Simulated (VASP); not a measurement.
Band structure of Si (diamond). These are PBE GGA, VASP's PBE PAW potentials (set 64) (plane waves; VASP 6.6.1) values and carry that method's errors.

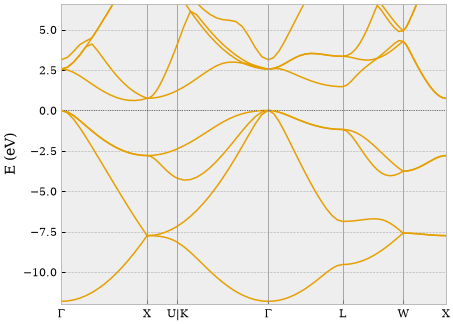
Figure: Bands along high-symmetry lines, zero at the valence-band maximum or, without a gap, the Fermi level

Read the plot: is there a gap, and where are the band edges?

The gap is indirect, 0.61 eV, from the valence maximum at Γ to the conduction minimum at Γ-X at 0.86. (Edges off the drawn lines would not show.)

Measured: gap 1.23 eV (computed value off by -0.62 eV), as given by Wei Chen et al., Physical Review Materials (2018), doi:10.1103/physrevmaterials.2.073803 [zero-point renormalisation of 0.06 eV added back (the table's ZPR column)].

The compound is Si in the diamond structure. It was relaxed first.
